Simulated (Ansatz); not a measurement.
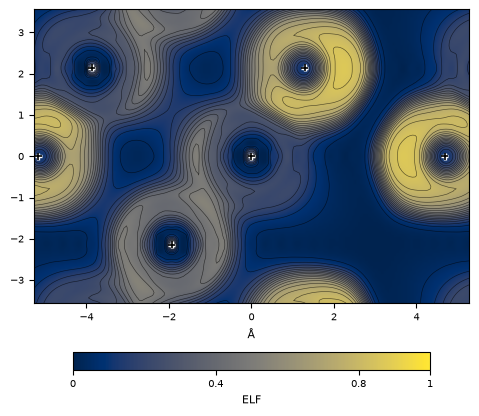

The electron localisation function on a plane through atoms (crosses mark nuclei in the plane).

Theory: Ansatz 0.2.0, DFT PBE, scalar-relativistic, plane waves, PAW.

Candidates:
A. Ga2GeSe2, a = 3.71 Å, b = 3.71 Å, c = 9.85 Å, α = 90.00°, β = 90.00°, γ = 120.00°. Space group P-3m1; a structure generated by program, which may or may not match a known phase.
B. Sn3Pb2S5, a = 4.19 Å, b = 4.19 Å, c = 29.61 Å, α = 90.00°, β = 90.00°, γ = 90.00°. Space group I4/mmm; a structure generated by program, which may or may not match a known phase.
C. Sr2C, a = 6.53 Å, b = 6.53 Å, c = 4.26 Å, α = 90.00°, β = 90.00°, γ = 90.00°. Space group P4₂/mnm; a structure generated by program, which may or may not match a known phase.

Which system is this?

Answer. Candidate A: Ga2GeSe2 on the (110) plane of the conventional cell, which holds Ga, Ge and Se. Ga–Se (2.50 Å): the ELF is about 0.70 at the midpoint. Ga–Ge (2.89 Å): the ELF is about 0.50 at the midpoint.
